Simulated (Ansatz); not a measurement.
C2H6AlB (SMILES B[C](=C)[AlH2])

The calculation's input:

```
crystal:
  periodic: [false, false, false]
  atoms:
    - { symbol: B, position_ang: [-1.3583, 0.2499, -0.7448] }
    - { symbol: C, position_ang: [-0.0286, -0.1603, -0.1691] }
    - { symbol: C, position_ang: [0.612, -1.1855, -0.7102] }
    - { symbol: Al, position_ang: [0.7854, 0.841, 1.3746] }
    - { symbol: H, position_ang: [-1.8773, -0.278, -1.6983] }
    - { symbol: H, position_ang: [-1.9895, 1.2222, -0.2826] }
    - { symbol: H, position_ang: [0.2778, -1.7358, -1.5421] }
    - { symbol: H, position_ang: [1.6396, -1.4796, -0.2924] }
    - { symbol: H, position_ang: [2.1195, 0.4155, 2.0461] }
    - { symbol: H, position_ang: [-0.0976, 2.0594, 2.0218] }
basis:
  gaussian: { orbitals: def2-SVP }
hamiltonian:
  xc: hf
relax:
  f_tol: 0.02
  max_steps: 40
scf:
  lower_state_search: "off"
output:
  orbitals: {}
```

Command:

```sh
ansatz run input.yaml --threads 1 --pin off --max-ram 2048MiB --backend cpu --events-out ev --progress --plain --runs-dir out
```

The fields are those of the run's last geometry, not of the input's.

Computed with RHF/def2-SVP in Ansatz 0.2.0.

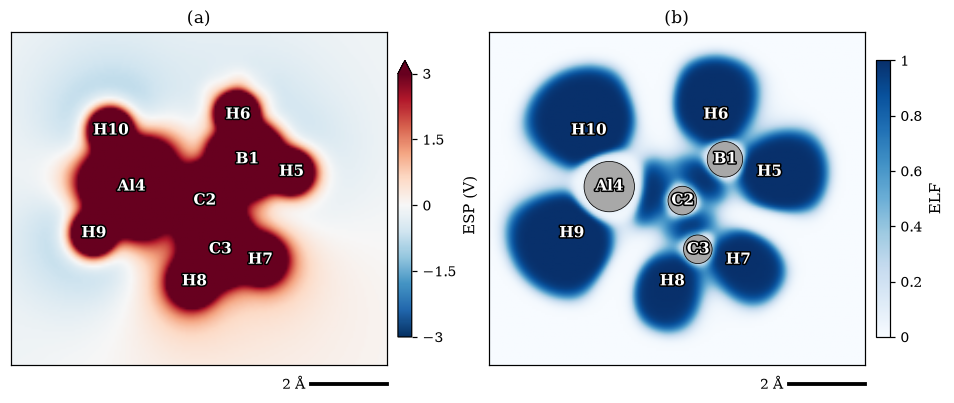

Figure 1. (a) molecular electrostatic potential; (b) electron localisation function on the molecular plane. Grey discs cover the atomic cores in the ELF map.

Read the bonding off the picture.

- Atoms in the plane: B, C, Al and H.
- C–C (1.35 Å): the ELF peaks at about 0.95 between the atoms, as expected for localised, covalent bonding.
- C–B (1.56 Å): the ELF peaks at about 1 between the atoms (a shared electron pair).
- C–Al (1.96 Å): the ELF peaks at about 1 between the atoms; a shared but strongly polarised pair.
- C–H (1.09 Å): the ELF climbs to about 1 towards the hydrogen, as it does in any bond to H; a covalent bond by its length.
- B–H (1.20 Å): the ELF climbs to about 1 towards the hydrogen; a covalent bond by its length.
- Outside the dense part of the molecule the potential is most negative (−0.7 V) near H10.

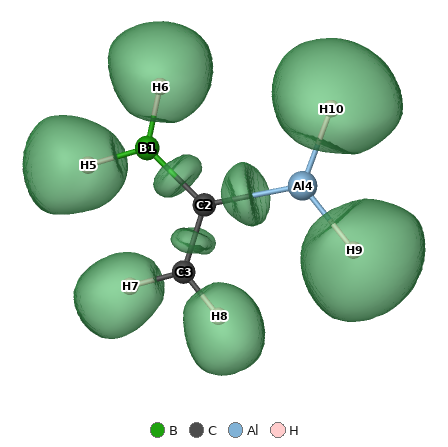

Figure 2. Isosurface of the ELF at 0.85 (green), seen at a tilt. Core shells and regions of very low density are left out.

Identify the bonds, lone pairs and shells in this picture.

The surface consists of one region between bonded Al–C atoms (shared pairs), one region between bonded B–C atoms (shared pairs), one region between bonded C–C atoms (shared pairs) and six regions around hydrogen nuclei.

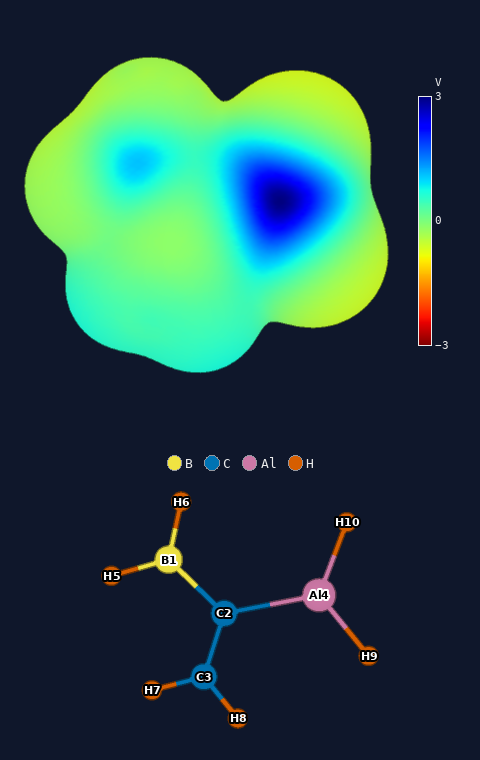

Figure 3. The molecular electrostatic potential painted on the density surface at 0.001 e/bohr³, seen across its widest extent; the colour scale runs from red (negative) to blue (positive). The bare structure is drawn below in the same view.

Which sites attract a positive test charge, and which a negative one?

A positive charge is drawn to the negative regions and a negative charge to the positive ones. The most negative region (about −0.7 V) lies over H10, the most positive (about +2.8 V) over Al4.
